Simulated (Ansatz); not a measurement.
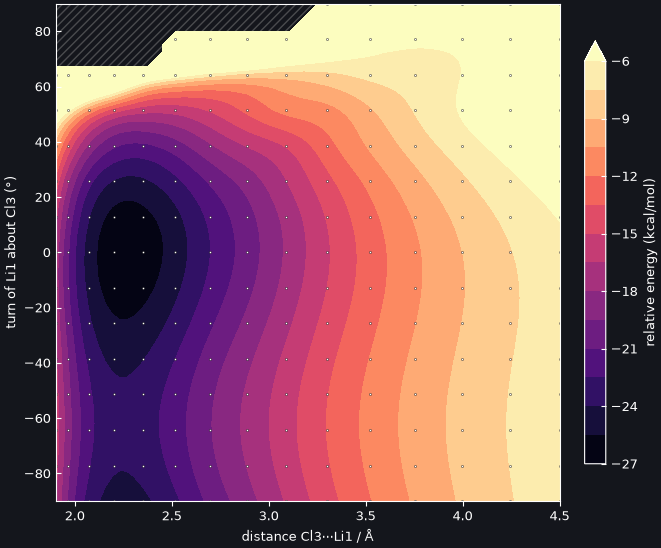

Energy landscape of ClH3LiSi, charge +1. 
- The turn is about an axis along (−0.37, −0.93, −0.02) in the frame of the relaxed pair, normal to the line between the partners.
- First axis: distance Cl3···Li1. Second axis: turn of Li1 about Cl3.
- The grid has 15 × 15 points. At 14 points there is no value (left out of the scan, as a rule where atoms come close).
- Points are written as (first, second).
- All energies are given in kcal/mol relative to the ion and the molecule far apart, frozen as in the relaxed pair, each in its own basis (no counterpoise correction).
- Method: RKS PBE-D4/def2-SVPD (Ansatz 0.2.0).

The picture shows filled contours, dots at the grid points, one colour for all values above the top of the scale, hatched blanks where no value was computed. Between grid points the surface is interpolated. 

### Summarise what can be read from the map.

The lowest grid point is at (2.202 Å, 0.0°), −26.5 kcal/mol from the ion and the molecule far apart, frozen as in the relaxed pair, each in its own basis (no counterpoise correction). The energy also falls towards the edge at (2.202 Å, −90.0°) (1.9 kcal/mol above the lowest), where a further well may lie outside the range. The highest grid point, (3.302 Å, 90.0°), lies 82.8 kcal/mol above the lowest.

Each point was launched as `ansatz run input.yaml --threads 1 --pin off --max-ram 2560MiB --backend cpu --events-out ev --progress --plain --runs-dir out`. The whole map (211 points run) took 15 min on 1 thread of Arm Neoverse V1, with other jobs on the host.
